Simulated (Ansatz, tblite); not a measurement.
Breaking a bond: Si(Me)(OMe)3, C4H12O3Si, SMILES CO[Si](C)(OC)OC. The C1–H20 bond (C1 also carries H, H, O; H20 carries nothing else) is stretched with both fragments frozen at the PBE0/def2-SVP optimised geometry.

```
20

C      0.0000     0.0000     0.0000
O     -1.1254    -0.6491    -0.5185
Si    -1.7152    -2.1279    -0.0794
C     -0.7458    -3.5045    -0.8692
O     -3.3054    -2.1792    -0.5217
C     -3.8646    -1.7262    -1.7213
O     -1.6559    -2.2194     1.5683
C     -2.4266    -3.0384     2.4003
H      0.9417    -0.4671    -0.3439
H      0.0000     1.0457    -0.3452
H     -0.7757    -3.4298    -1.9674
H     -1.1534    -4.4874    -0.5857
H      0.3098    -3.4738    -0.5570
H     -3.5208    -0.7085    -1.9743
H     -4.9607    -1.7050    -1.6189
H     -3.6194    -2.3928    -2.5691
H     -3.4968    -3.0008     2.1337
H     -2.3173    -2.6947     3.4407
H     -2.0986    -4.0938     2.3590
H      0.0000     0.0000     1.1036
```

Methods: UKS-BLYP = unrestricted BLYP/def2-SVP (Ansatz, a program for electronic structure); GFN2-xTB, 300 K electronic temperature (tblite); UKS-PBE0 = unrestricted PBE0/def2-SVP in Ansatz.

Energies are in mEh, each relative to the lowest point of its own curve near equilibrium.

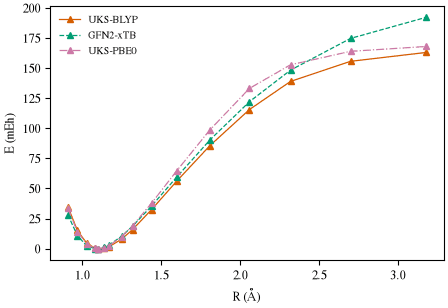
Fig. 1. Energy against bond length for each method.

| R / Å | UKS-BLYP | GFN2-xTB | UKS-PBE0 |
|---|---|---|---|
| 0.91 | 34.9 | 28.2 | 33.6 |
| 0.97 | 15.1 | 10.8 | 14.1 |
| 1.03 | 4.4 | 2.3 | 3.8 |
| 1.08 | 0.6 | 0.0 | 0.3 |
| 1.10 | 0.0 | 0.0 | 0.0 |
| 1.14 | 0.3 | 1.2 | 0.7 |
| 1.17 | 1.5 | 2.9 | 2.3 |
| 1.25 | 7.8 | 10.3 | 9.8 |
| 1.32 | 15.9 | 18.7 | 19.0 |
| 1.44 | 32.4 | 35.4 | 37.8 |
| 1.60 | 56.2 | 59.6 | 64.8 |
| 1.81 | 85.6 | 90.3 | 98.7 |
| 2.06 | 115.6 | 122.1 | 133.1 |
| 2.32 | 138.9 | 148.3 | 152.7 |
| 2.70 | 155.6 | 174.6 | 163.9 |
| 3.18 | 163.0 | 192.2 | 167.9 |

At the longest distance, 3.18 Å, GFN2-xTB lies highest above its minimum (192.2 mEh) and UKS-BLYP lowest (163.0 mEh).

The unrestricted determinant behind UKS-BLYP is spin-contaminated at 2.32 to 3.18 Å (<S²> up to 0.9, against 0.00 for a pure singlet). The unrestricted determinant behind UKS-PBE0 is spin-contaminated at 2.06 to 3.18 Å (<S²> up to 1.0, against 0.00 for a pure singlet).
